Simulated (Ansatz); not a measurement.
# GeSiH5 (SMILES [SiH2][GeH3]) at UCCSD(T)/aug-cc-pVDZ

Aim: the vertical doublet–quartet gap of GeSiH5 at UCCSD(T)/aug-cc-pVDZ, from 2 runs. 

Program for the calculation: Ansatz 0.2.0.

27 further runs of the same task are left out: 27 set aside as unsound or not needed.

**1. The structure to begin with**

GeSiH5 has 7 atoms, charge 0, and is taken as a doublet. SMILES: `[SiH2][GeH3]`. The shape is that of a PBE0-D4/def2-TZVP optimisation.

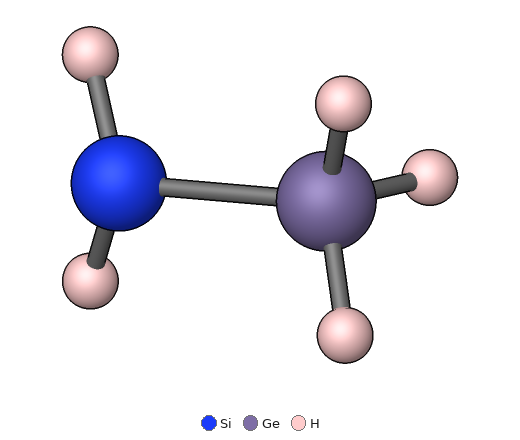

The structure, seen from a chosen angle (silicon blue, germanium purple, hydrogen pink).

**2. The energy at UCCSD(T)/aug-cc-pVDZ**

job.yaml reads:

```yaml
crystal:
  periodic: [false, false, false]
  atoms:
    - {symbol: Si, position_ang: [-0.094700, -1.423600, -0.163400]}
    - {symbol: Ge, position_ang: [0.288700, 0.914700, -0.097700]}
    - {symbol: H, position_ang: [0.173200, -2.103400, 1.133900]}
    - {symbol: H, position_ang: [-1.456400, -1.784700, -0.645400]}
    - {symbol: H, position_ang: [0.037100, 1.517100, -1.489000]}
    - {symbol: H, position_ang: [-0.633800, 1.622900, 0.913200]}
    - {symbol: H, position_ang: [1.746900, 1.189100, 0.302700]}
basis:
  gaussian:
    orbitals: aug-cc-pVDZ
magnetization:
  spin_polarized: true
  initial_magnetization: 1
correlation:
  method: ccsd_t
  frozen_orbitals: {Ge: 9, H: 0, Si: 5}
accuracy: high
scf:
  omitted_lower_state_checks: [cluster_reference, increment]
```

Run with:

```console
ansatz run job.yaml --threads 1 --pin off --max-ram 3480MiB --events-out events.jsonl --progress --plain --runs-dir runs
```

Output, shortened:

```text
Warning: RAYON_NUM_THREADS=1 ignored (pool sized by the plan → 1); use --threads N
Functional definition: HF
  name "HF"
[...]
2189 factors; integrals over basis functions are off by at most 4.4e-9 eV
[...]
mean field -64412.94947002 eV, -2367.1322323581 hartree, gradient 1.3e-8 eV, S^2 0.757892; 0 other end points of the search recorded, 0 dependent functions left out
14 core orbitals not correlated: weight in the atoms' cores, before any rotation towards them, 1.000 or more for the frozen orbitals, at most 0.000 for the correlated occupied ones
reference -64412.94947002 eV, -2367.1322323581 hartree; 12, 11 occupied and 82, 83 virtual orbitals, 2189 factors
second order -6.02289041 eV of doubles, -0.00000000 eV of singles
cycle   1  -6.92196334 eV  change   -9.0e-1 eV  update   7.8e-2
[...]
cycle  22  -7.29882778 eV  change   3.5e-10 eV  update   1.9e-9
perturbative correction -0.21533621 eV, -0.0079134598 hartree
Total energy: -64420.46363401 eV, -2367.4083727913 hartree
Checks for a lower state left out: cluster_reference, increment
```

Wall time 2.2 min (1 thread of Arm Neoverse V1, shared host); peak memory 1.6 GiB.

**3. The quartet, same level**

run.yaml reads:

```yaml
crystal:
  periodic: [false, false, false]
  atoms:
    - {symbol: Si, position_ang: [-0.094700, -1.423600, -0.163400]}
    - {symbol: Ge, position_ang: [0.288700, 0.914700, -0.097700]}
    - {symbol: H, position_ang: [0.173200, -2.103400, 1.133900]}
    - {symbol: H, position_ang: [-1.456400, -1.784700, -0.645400]}
    - {symbol: H, position_ang: [0.037100, 1.517100, -1.489000]}
    - {symbol: H, position_ang: [-0.633800, 1.622900, 0.913200]}
    - {symbol: H, position_ang: [1.746900, 1.189100, 0.302700]}
basis:
  gaussian:
    orbitals: aug-cc-pVDZ
magnetization:
  spin_polarized: true
  initial_magnetization: 3
correlation:
  method: ccsd_t
  frozen_orbitals: {Ge: 9, H: 0, Si: 5}
accuracy: high
scf:
  omitted_lower_state_checks: [cluster_reference, increment]
```

Run with:

```console
ansatz run run.yaml --threads 1 --pin off --max-ram 3480MiB --events-out events.jsonl --progress --plain --runs-dir runs
```

Output:

```text
Warning: RAYON_NUM_THREADS=1 ignored (pool sized by the plan → 1); use --threads N
[... 16 lines left out ...]
14 core orbitals not correlated: weight in the atoms' cores, before any rotation towards them, 1.000 or more for the frozen orbitals, at most 0.000 for the correlated occupied ones
[... 73 lines left out ...]
Total energy: -64413.61177380 eV, -2367.1565715730 hartree
Checks for a lower state left out: cluster_reference, increment
```

Wall time 6.5 min (1 thread of Arm Neoverse V1, shared host); peak memory 1.6 GiB.

**4. What came out**

At UCCSD(T)/aug-cc-pVDZ, 14 core orbitals frozen:

```
                                             quantity           value
                                doublet: total energy  -2367.40837 Eh
doublet: correlation energy (14 core orbitals frozen)      -276.1 mEh
                              doublet: (T) correction       -7.91 mEh
           doublet: ⟨S²⟩ of the reference determinant           0.758
                               doublet: T1 diagnostic           0.011
                                quartet: total energy  -2367.15657 Eh
quartet: correlation energy (14 core orbitals frozen)      -269.7 mEh
                              quartet: (T) correction       -8.97 mEh
           quartet: ⟨S²⟩ of the reference determinant           3.764
                               quartet: T1 diagnostic           0.052
     vertical energy of the quartet above the doublet        6.852 eV
```

What this shows: At this shape the quartet lies 6.85 eV (661 kJ/mol) above the doublet. The triples (doublet) make up 2.9 % of the correlation energy. The T1 diagnostic (quartet) of 0.052 is above the customary mark for such species, so a single reference may not serve. The triples (quartet) make up 3.3 % of the correlation energy.
